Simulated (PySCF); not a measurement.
# Run report: C$_{3}$H$_{4}$F$_{4}$, NMR shielding calculation

C$_{3}$H$_{4}$F$_{4}$, computed with GIAO PBE0/pcSseg-1 NMR shielding, non-relativistic, gas phase (PySCF 2.14.0).

The geometry comes from this level: PBE0-D3(BJ)/def2-SVP. Figures and captions count atoms from 1; the log counts them from 0 in places.

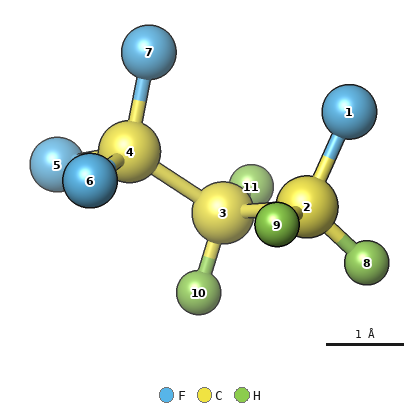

Figure 1. The structure as given in the input (ball-and-stick view, seen at a tilt; atoms are numbered from 1 in the order of the input). Bond lengths as drawn: C–C 1.51 Å, C–F 1.33 to 1.37 Å and C–H 1.10 Å.

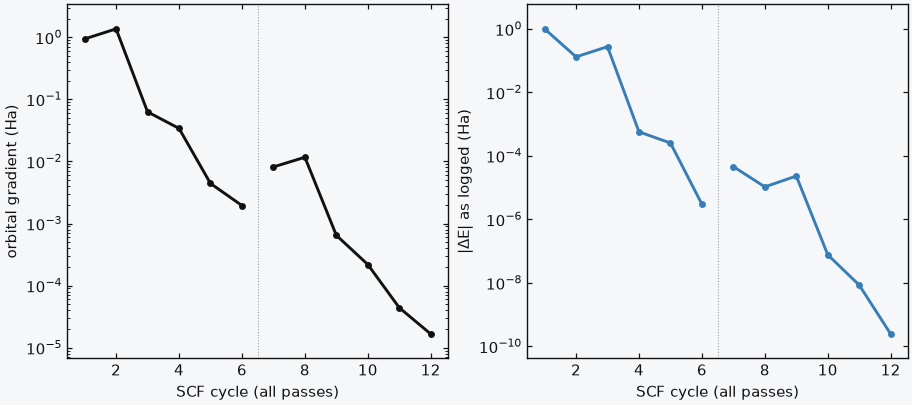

Figure 2. Convergence of the self-consistent field: orbital gradient and size of the energy change against the SCF cycle. The dotted line marks the change from a coarse to the final integration grid. The first 6 cycles use a coarse grid, the final grid takes over at cycle 7, and the field converges after 12 cycles in all.

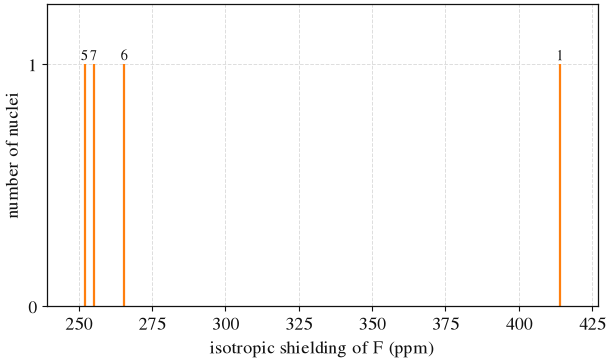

Figure 3. Isotropic shieldings of the fluorine nuclei in this fixed geometry, labelled by atom number; shielding grows to the right, so chemical shift grows to the left. The least shielded is F5 (252.0 ppm), the most shielded F1 (414.1 ppm).

These pictures come from the run below.

**The input**
```
{"job": {"xc": "PBE0", "basis": "pcSseg-1", "kind": "nmr", "pop": false}, "charge": 0, "multiplicity": 1}
F     -1.320368    -0.999984     1.217761
C     -1.292936    -0.093828     0.193904
C     -0.001146    -0.200750    -0.584093
C      1.221005     0.256419     0.172909
F      2.309349     0.187787    -0.600797
F      1.094473     1.529175     0.573848
F      1.450770    -0.480724     1.257355
H     -2.144475    -0.292030    -0.478135
H     -1.408840     0.920018     0.612979
H     -0.068285     0.417818    -1.491613
H      0.165878    -1.241231    -0.900082
```

The first line tells a small driver script what to run in PySCF; the rest is the geometry in Å.

Command:
```bash
OMP_NUM_THREADS=1 python <driver script> task.json out
```

**Log**
```
coarse grid: 10088 points
cycle   1  E = -515.3424071542  dE =  1.002e+00  |g| = 9.399e-01  |ddm| = 2.743e+00
cycle   2  E = -515.2107147592  dE =  1.317e-01  |g| = 1.364e+00  |ddm| = 1.131e+00
cycle   3  E = -515.4860359623  dE = -2.753e-01  |g| = 6.280e-02  |ddm| = 6.831e-01
cycle   4  E = -515.4866069765  dE = -5.710e-04  |g| = 3.407e-02  |ddm| = 6.006e-02
cycle   5  E = -515.4868604463  dE = -2.535e-04  |g| = 4.416e-03  |ddm| = 2.571e-02
cycle   6  E = -515.4868634375  dE = -2.991e-06  |g| = 1.949e-03  |ddm| = 3.255e-03
final grid: 101528 points
cycle   7  E = -515.5538674960  dE = -4.573e-05  |g| = 8.157e-03  |ddm| = 1.871e-02
cycle   8  E = -515.5538569896  dE =  1.051e-05  |g| = 1.168e-02  |ddm| = 1.123e-02
cycle   9  E = -515.5538800651  dE = -2.308e-05  |g| = 6.460e-04  |ddm| = 6.309e-03
cycle  10  E = -515.5538801413  dE = -7.621e-08  |g| = 2.187e-04  |ddm| = 6.356e-04
cycle  11  E = -515.5538801498  dE = -8.441e-09  |g| = 4.408e-05  |ddm| = 1.612e-04
cycle  12  E = -515.5538801500  dE = -2.428e-10  |g| = 1.663e-05  |ddm| = 3.226e-05
converged SCF energy = -515.5538801500

GIAO shielding tensors (ppm)
atom      isotropic    diamagn.    paramagn.     s11        s22        s33       span
  0 F      414.067     472.522     -58.456    367.155    416.388    458.657     91.502
  1 C      106.898     240.734    -133.836     72.070     84.815    163.809     91.739
  2 C      146.362     251.624    -105.262    135.795    143.059    160.233     24.437
  3 C       53.562     241.007    -187.445     51.170     54.126     55.389      4.219
  4 F      251.957     471.763    -219.806    167.428    248.154    340.290    172.862
  5 F      265.371     474.173    -208.802    175.347    274.820    345.947    170.600
  6 F      255.095     473.643    -218.548    172.425    262.982    329.879    157.454
  7 H       26.781      27.460      -0.679     22.077     26.760     31.506      9.429
  8 H       26.516      28.132      -1.616     22.631     26.930     29.987      7.356
  9 H       29.627      29.902      -0.275     25.581     28.717     34.583      9.003
 10 H       28.855      29.416      -0.562     25.386     27.965     33.214      7.828
```

**Summary**

| quantity | value |
| --- | --- |
| outcome | converged |
| total energy | −515.553880 hartree |
| HOMO | −9.86 eV |
| LUMO | 1.24 eV |
| dipole moment | 2.91 D |
| isotropic shielding, F | 252.0 to 414.1 ppm |
| isotropic shielding, C | 53.6 to 146.4 ppm |
| isotropic shielding, H | 26.5 to 29.6 ppm |
| hardware | 1 CPU thread, shared host |
| wall time | 9 s |
| peak memory | 0.72 GiB |
